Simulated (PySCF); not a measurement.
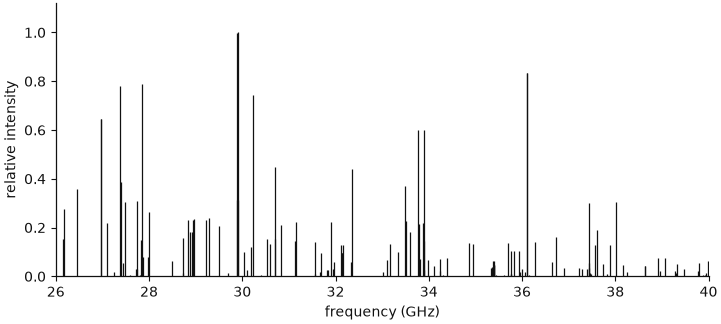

Simulated rotational absorption lines between 26 and 40 GHz at 1.5 K: rigid rotor with the equilibrium constants and dipole of one optimised conformer (PBE0-D3(BJ)/def2-SVP, PySCF 2.14.0), commonest isotopes; no centrifugal distortion, hyperfine structure, internal rotation or nuclear-spin weights; lines within 1 MHz of each other are summed.

Which molecule gives this spectrum?
A. C₆H₁₁B, SMILES C=CB1CCCC1
B. C₆H₁₁B, SMILES CC=C=CB(C)C
C. C₅H₉BO₂, SMILES C#CB(O)OCCC
D. C₆H₁₁B, SMILES B/C(=C/C)C(=C)C

Option D. Rotational constants A, B, C = 3.103, 2.237, 1.627 GHz, |μa|, |μb|, |μc| = 1.01, 1.29, 0.70 D.

Note: coarse grid, loose stop and no frequency check, small forces are noise and the end may be a saddle.
